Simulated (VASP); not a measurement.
Band structure of Ta₂As (space group P6_3/mmc). Method: PBE GGA, VASP's PBE PAW potentials (set 64) (plane waves; VASP).

Unless said otherwise, spin-orbit coupling is left out, though it shifts the bands of the heavy elements here.

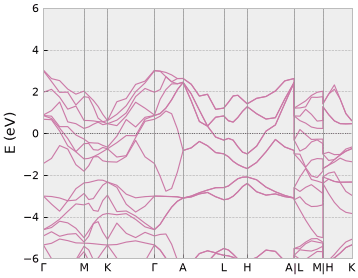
Fig. 1. Bands along high-symmetry lines, zero at the valence-band maximum or, without a gap, the Fermi level

### Question
Read the plot: is there a gap, and where are the band edges?

### Answer
It has no gap at this level: it comes out as a metal or semimetal.

The structure was generated: Ta2As was put into an ordered model structure, which need not be its known phase. The cell was not relaxed at this level. The k-mesh is coarse (spacing up to 0.43 per Å, 2π included), so the numbers may not be converged in it.
